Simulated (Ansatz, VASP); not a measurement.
# SrTiSi in two plane-wave programs, part 2 of 2

Wanted: the spread between two codes on one cell, functional and k mesh. The cell is invented: As first built, before any earlier steps moved the atoms (in the runner's words): it takes the SrSiGe structure with some of its atoms replaced by other elements, volume scaled by an estimate. It may not be a known or stable phase. The cell is taken from a series of VASP runs on this material, whose earlier steps may have relaxed, scaled or displaced it; both programs get it as it stands. Valence electrons are named where the data sets of a main pair hold unlike numbers.

VASP 6.6.1 and Ansatz 0.2.0.

So far: The starting structure; Ansatz: band structure, PBEsol with D4, spin-orbit coupling.

**3. VASP: band structure, PBEsol with D4, spin-orbit coupling**

Level of this step: PBEsol with D4, spin-orbit coupling; plane waves and PAW (Sr_sv, Ti_sv, Si); invented cell (VASP).

The same cell, functional, mesh and smearing now go to VASP, with its own data sets.

Lines of VASP's logs that name or quote its potential files are left out, and so is its time.

INCAR reads:

```
SYSTEM = SrTiSi
PREC = Accurate
ENCUT = 400
EDIFF = 1E-06
NELM = 100
ISMEAR = 1
SIGMA = 0.2
LREAL = .FALSE.
ALGO = Normal
GGA = PS
IVDW = 13
LNONCOLLINEAR = .TRUE.
MAGMOM = 0 0 0 0 0 0 0 0 0
NBANDS = 38
GGA_COMPAT = .FALSE.
LASPH = .TRUE.
LSORBIT = .TRUE.
LMAXMIX = 4
LORBIT = 11
LWAVE = .FALSE.
LCHARG = .FALSE.
```

POSCAR reads:

```
SrTiSi
1.0
    4.3727343976     -0.0000000405      0.0000000000
   -2.1863677692      3.7868990370      0.0000000000
    0.0000000000      0.0000000000      4.4524079147
Sr Ti Si
1 1 1
Direct
    0.6666666700      0.3333333300      0.0000000000
    0.0000000000      0.0000000000      0.5000000000
    0.3333333300      0.6666666700      0.5000000000
```

KPOINTS reads:

```
Automatic mesh
0
Gamma
6 6 5
0 0 0
```

KPOINTS_OPT reads:

```
Line mode
16
Line-mode
Reciprocal
  0.00000000   0.00000000   0.00000000 GAMMA
  0.50000000   0.00000000   0.00000000 M

  0.50000000   0.00000000   0.00000000 M
  0.33333333   0.33333333   0.00000000 K

  0.33333333   0.33333333   0.00000000 K
  0.00000000   0.00000000   0.00000000 GAMMA

  0.00000000   0.00000000   0.00000000 GAMMA
  0.00000000   0.00000000   0.50000000 A

  0.00000000   0.00000000   0.50000000 A
  0.50000000   0.00000000   0.50000000 L

  0.50000000   0.00000000   0.50000000 L
  0.33333333   0.33333333   0.50000000 H

  0.33333333   0.33333333   0.50000000 H
  0.00000000   0.00000000   0.50000000 A

  0.50000000   0.00000000   0.50000000 L
  0.50000000   0.00000000   0.00000000 M

  0.33333333   0.33333333   0.00000000 K
  0.33333333   0.33333333   0.50000000 H
```

The projector-augmented-wave data sets are Sr_sv, Ti_sv and Si (PBE family, release 64).

Started as:

```bash
> mpirun -np 1 vasp_ncl
```

Numbers of over 12 decimals in the logs are rounded to 6 here.

The log of the run:

```text
[banner, memory and clock lines left out]
running    1 mpi-ranks, on    1 nodes
 distrk:  each k-point on    1 cores,    1 groups
 distr:  one band on    1 cores,    1 groups

 POSCAR found type information on POSCAR SrTiSi
 POSCAR found :  3 types and       3 ions
|                                                                             |
|               ----> ADVICE to this user running VASP <----                  |
|                                                                             |
|     You enforced a specific xc type in the INCAR file but a different       |
|     [... a line on the potential file left out ...]
|     I HOPE YOU KNOW WHAT YOU ARE DOING!                                     |
|                                                                             |

 LDA part: xc-table for (Slater+PW92), standard interpolation
 POSCAR, INCAR and KPOINTS ok, starting setup
 FFT: planning ... GRIDC
 FFT: planning ... GRID_SOFT
 FFT: planning ... GRID
 WAVECAR not read
 entering main loop
       N       E                     dE             d eps       ncg     rms          rms(c)
DAV:   1     0.230177802967E+03    0.23018E+03   -0.10761E+04  2304   0.114E+03
DAV:   2     0.913118120841E+01   -0.22105E+03   -0.21430E+03  2346   0.365E+02
DAV:   3    -0.160847603823E+02   -0.25216E+02   -0.24696E+02  3626   0.105E+02
DAV:   4    -0.187751593037E+02   -0.26904E+01   -0.26719E+01  3376   0.286E+01
DAV:   5    -0.189604331281E+02   -0.18527E+00   -0.18522E+00  3332   0.651E+00    0.331E+01
DAV:   6    -0.177855062374E+02    0.11749E+01   -0.34009E+01  3012   0.357E+01    0.154E+01
DAV:   7    -0.166438335132E+02    0.11417E+01   -0.21988E+01  3042   0.333E+01    0.149E+01
DAV:   8    -0.159780017853E+02    0.66583E+00   -0.26710E+00  2980   0.117E+01    0.461E+00
DAV:   9    -0.159967751666E+02   -0.18773E-01   -0.21819E-01  3180   0.224E+00    0.180E+00
DAV:  10    -0.159900911833E+02    0.66840E-02   -0.13863E-02  3500   0.767E-01    0.126E+00
DAV:  11    -0.159857541548E+02    0.43370E-02   -0.18278E-02  3254   0.964E-01    0.351E-01
DAV:  12    -0.159858361795E+02   -0.82025E-04   -0.13490E-03  2946   0.297E-01    0.197E-01
DAV:  13    -0.159857685616E+02    0.67618E-04   -0.30840E-04  3178   0.108E-01    0.630E-02
DAV:  14    -0.159857695795E+02   -0.10179E-05   -0.13414E-05  3042   0.225E-02    0.403E-02
DAV:  15    -0.159857711508E+02   -0.15713E-05   -0.95014E-06  3202   0.204E-02    0.246E-02
DAV:  16    -0.159857699355E+02    0.12154E-05   -0.11469E-05  3120   0.228E-02    0.578E-03
DAV:  17    -0.159857694642E+02    0.47130E-06   -0.20582E-06  2352   0.112E-02
   1 F= -.16342717E+02 E0= -.16340267E+02  d E =-.735234E-02  mag=     0.0000     0.0000    -0.0000
 Start KPOINTS_OPT (optional k-point list driver)
k-point batch [1-30\144]
       N       E                     dE             ncg
DAV:   1    -0.432929130186E+04   -0.16224E+05     2336
DAV:   2    -0.108911829860E+05   -0.65619E+04     2358
DAV:   3    -0.116402004799E+05   -0.74902E+03     3730
DAV:   4    -0.117269652663E+05   -0.86765E+02     3410
DAV:   5    -0.117323623212E+05   -0.53971E+01     3290
DAV:   6    -0.117324691850E+05   -0.10686E+00     3290
DAV:   7    -0.117324746715E+05   -0.54865E-02     3330
DAV:   8    -0.117324748189E+05   -0.14742E-03     3300
DAV:   9    -0.117324748274E+05   -0.84018E-05     2788
DAV:  10    -0.117324748277E+05   -0.32548E-06     1898
[...]
k-point batch [121-144\144]
       N       E                     dE             ncg
DAV:   1     0.745886200060E+03   -0.19528E+05     1912
DAV:   2    -0.440639792139E+04   -0.51523E+04     1936
DAV:   3    -0.499824334484E+04   -0.59185E+03     2900
DAV:   4    -0.507169180291E+04   -0.73448E+02     2766
DAV:   5    -0.507626374877E+04   -0.45719E+01     2624
DAV:   6    -0.507637123890E+04   -0.10749E+00     2658
DAV:   7    -0.507637578216E+04   -0.45433E-02     2660
DAV:   8    -0.507637596502E+04   -0.18286E-03     2578
DAV:   9    -0.507637597445E+04   -0.94271E-05     2280
DAV:  10    -0.507637597485E+04   -0.40218E-06     1490
```

Parts of OUTCAR (step 3):

```text
ion  position               nearest neighbor table
   1  0.667  0.333  0.000-   3 3.37   3 3.37   2 3.37   2 3.37   3 3.37   3 3.37   2 3.37   2 3.37
                             2 3.37   2 3.37   3 3.37   3 3.37
   2  0.000  0.000  0.500-   3 2.52   3 2.52   3 2.52   1 3.37   1 3.37   1 3.37   1 3.37   1 3.37
                             1 3.37
   3  0.333  0.667  0.500-   2 2.52   2 2.52   2 2.52   1 3.37   1 3.37   1 3.37   1 3.37   1 3.37
                             1 3.37

  LATTYP: Found a hexagonal cell.
 ALAT       =     4.3727343976
 C/A-ratio  =     1.0182205252

 Subroutine GETGRP returns: Found 12 space group operations
 (whereof 12 operations were pure point group operations)

The static configuration has the point symmetry D_3h.

 Found     30 irreducible k-points:

   k-points           NKPTS =     30   k-points in BZ     NKDIM =     30   number of bands    NBANDS=     38

   dimension x,y,z NGX =    30 NGY =   30 NGZ =   30
   dimension x,y,z NGXF=    60 NGYF=   60 NGZF=   60

   ENCUT  =  400.0 eV  29.40 Ry    5.42 a.u.   7.13  7.13  7.26*2*pi/ulx,y,z

   NELECT =      26.0000    total number of electrons

 k-points in reciprocal lattice and weights: Automatic mesh
   0.00000000  0.00000000  0.00000000       0.006
   0.16666667  0.00000000  0.00000000       0.017
  -0.16666667  0.00000000  0.00000000       0.017
   0.33333333  0.00000000  0.00000000       0.017
  -0.33333333  0.00000000  0.00000000       0.017
   0.50000000 -0.00000000  0.00000000       0.017
   0.16666667  0.16666667  0.00000000       0.033
   0.33333333  0.16666667  0.00000000       0.033
  -0.33333333 -0.16666667  0.00000000       0.033
[...]
-0.33333333 -0.16666667 -0.40000000       0.067
   0.33333333  0.33333333  0.40000000       0.022

 average (electrostatic) potential at core
       1 -35.8611       2 -76.2663       3 -83.4976

 E-fermi :   4.6806

 k-point     1 :       0.0000    0.0000    0.0000
  band No.  band energies     occupation
    ...
     20       2.7462      1.00000
     21       2.7569      1.00000
     22       2.7569      1.00000
     23       3.2942      1.00000
     24       3.2942      1.00000
     25       4.7090      0.38087
     26       4.7090      0.38087
     27       5.1879     -0.00098
     28       5.1879     -0.00098
     29       5.2047     -0.00066
    ...

 k-point     2 :       0.1667    0.0000    0.0000
  band No.  band energies     occupation
    ...
     22       2.9423      1.00000
     23       3.5097      1.00000
     24       3.5097      1.00000
     25       4.2576      1.00542
     26       4.2576      1.00542
     27       5.0778     -0.00836
     28       5.0778     -0.00836
     29       5.5057     -0.00000
     30       5.5057     -0.00000
     31       6.2069     -0.00000
    ...

 k-point     3 :      -0.1667    0.0000    0.0000
  band No.  band energies     occupation
    ...
     22       2.9423      1.00000
     23       3.5097      1.00000
     24       3.5097      1.00000
     25       4.2576      1.00542
     26       4.2576      1.00542
     27       5.0778     -0.00836
     28       5.0778     -0.00836
     29       5.5057     -0.00000
     30       5.5057     -0.00000
     31       6.2069     -0.00000
    ...

  DFT-D4 for vdW energy calculation

  Edisp (eV):   -0.35695

  Total       0.04301     0.04301     0.00494    -0.00000    -0.00000     0.00000
  in kB       0.93463     0.93463     0.10733    -0.00000    -0.00000     0.00000
  external pressure =        0.66 kB  Pullay stress =        0.00 kB

  energy-cutoff  :      400.00
  volume of cell :       73.73
      direct lattice vectors                 reciprocal lattice vectors
     4.372734398 -0.000000040  0.000000000     0.228689857  0.132034186  0.000000000
    -2.186367769  3.786899037  0.000000000     0.000000002  0.264068304  0.000000000
     0.000000000  0.000000000  4.452407915     0.000000000  0.000000000  0.224597570

 POSITION                                       TOTAL-FORCE (eV/Angst)
 -----------------------------------------------------------------------------------
      2.18637      1.26230      0.00000        -0.000000      0.000000      0.000000
      0.00000      0.00000      2.22620         0.000000     -0.000000      0.000000
     -0.00000      2.52460      2.22620         0.000000     -0.000000      0.000000
 -----------------------------------------------------------------------------------
    total drift:                               -0.000015      0.000009      0.000000

  FREE ENERGIE OF THE ION-ELECTRON SYSTEM (eV)
  ---------------------------------------------------
  free  energy   TOTEN  =       -16.3427174294 eV

  energy  without entropy=      -16.3353650900  energy(sigma->0) =      -16.34026665

 Spin-Orbit-Coupling matrix elements
 Ion:    1  E_soc:     -0.1782206
 Ion:    2  E_soc:     -0.0118017
 Ion:    3  E_soc:     -0.0004543

 total charge
# of ion       s       p       d       tot
------------------------------------------
    1        2.032   5.750   0.249   8.030
    2        2.221   6.085   1.925  10.231
    3        0.785   0.936   0.000   1.721
--------------------------------------------------
tot          5.038  12.770   2.174  19.983

 magnetization (x)
# of ion       s       p       d       tot
------------------------------------------
    1        0.000  -0.000   0.000  -0.000
    2       -0.000   0.000   0.000   0.000
    3        0.000  -0.000   0.000  -0.000
--------------------------------------------------
tot         -0.000  -0.000   0.000   0.000

 magnetization (y)
# of ion       s       p       d       tot
------------------------------------------
    1       -0.000  -0.000   0.000  -0.000
    2        0.000   0.000   0.000   0.000
    3        0.000   0.000   0.000   0.000
--------------------------------------------------
tot          0.000   0.000   0.000   0.000

 magnetization (z)
# of ion       s       p       d       tot
------------------------------------------
    1        0.000   0.000  -0.000  -0.000
    2        0.000   0.000  -0.000  -0.000
    3        0.000   0.000   0.000   0.000
--------------------------------------------------
tot          0.000   0.000  -0.000  -0.000

[... 3 further parts left out ...]
```

Dispersion corrections of this kind ignore metallic screening and tend to overbind metals.

**4. Differences**

Known differences besides the potentials themselves: spin-orbit coupling enters by fully relativistic files in Ansatz and inside the spheres in VASP; the cutoff is 420 eV in Ansatz and 400 eV in VASP; Ansatz makes its cores anew for this functional, VASP keeps those of its PBE data sets. Total energies have different zeros and are not compared.

The two programs side by side:

```tsv
quantity	Ansatz	VASP	difference
pressure (GPa)	0.11	0.07	+0.05
```

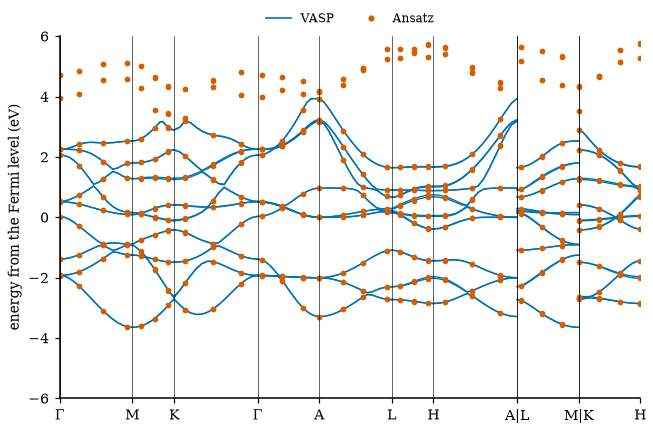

Bands from VASP (lines) and levels from Ansatz (dots). Dots without a line are higher empty bands that the VASP plot leaves out.

Levels from 3 eV below to 2 eV above the Fermi level differ by 3 meV r.m.s. and 7 meV at most; each VASP level is matched to the nearest of Ansatz, which flatters the figure a little. Ansatz's pressure holds a Pulay correction of 0.01 GPa; VASP's holds none.

**5. Results**

```json
{"r.m.s. difference of levels near the Fermi level (band structure, PBEsol with D4, spin-orbit coupling)": "2.9 meV"}
```

What this shows: The r.m.s. difference of levels near the Fermi level is 2.9 meV (band structure, PBEsol with D4, spin-orbit coupling), within the 80 meV picked in this series as the mark of a large difference. Such differences can come from data sets, numerical settings and the points named under the comparisons, not from the functional's error against experiment.

[Lines on the potential files, build, host, timing and source positions are cut from VASP's logs without a mark.]

[Logs are printed without paths, hosts, clocks, repeated set-up lines and the standing remarks that a program may print on its own settings, such as how far it seeks lower states.]

[Hosts, paths, dates, database ids (printed as entryN), source tags and the programs' standing remarks are cut or masked in the printed files.]
